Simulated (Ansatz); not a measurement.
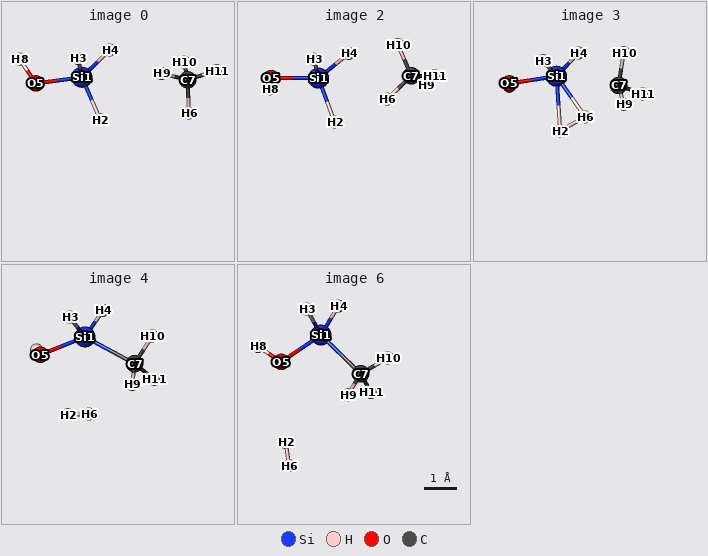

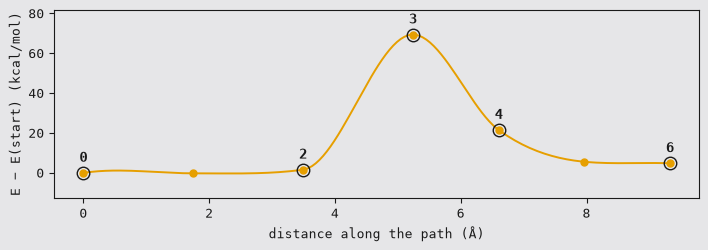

A search for the minimum-energy path of CH8OSi, made up of SiH$_{4}$O and CH4 by the nudged elastic band. Images are numbered from 0 (start) to 6 (end). A ball-and-stick model, seen at a tilt.

Level of theory: RKS PBE0-D4/def2-SVP (Ansatz 0.2.0). Run with 5 movable images; climbing image.

Q: Describe the mechanism and the energy profile.

A: Breaking: H6–C7 (1.09 → 1.53 at the top → 3.94 Å), Si1–H2 (1.48 → 1.75 at the top → 3.69 Å). Forming: H2–H6 (3.11 → 0.98 at the top → 0.75 Å), Si1–C7 (3.74 → 2.17 at the top → 1.85 Å). Forward barrier 69.4 kcal/mol, backward barrier 64.6 kcal/mol, with image 3 at the top; the reaction energy is +4.8 kcal/mol. Image 1 lies below both ends, at −0.2 kcal/mol, so an end isn't at the bottom of its valley. The band converged in 38 iterations. The largest component of the band force went from 4.1 to 0.049 eV/Å. The climbing image converged on the top of the path. Its curvatures weren't checked. The largest force component is 0.46 eV/Å at the start and 0.51 eV/Å at the end; an end with forces this large is no minimum, and the barrier measured from it can be far off.

Limits of the set-up: the start holds two separate molecules, 2.8 Å apart at their closest, whose relative position is a soft coordinate.

Cost: 2.3 min on 4 threads of Arm Neoverse V2, on a shared host.
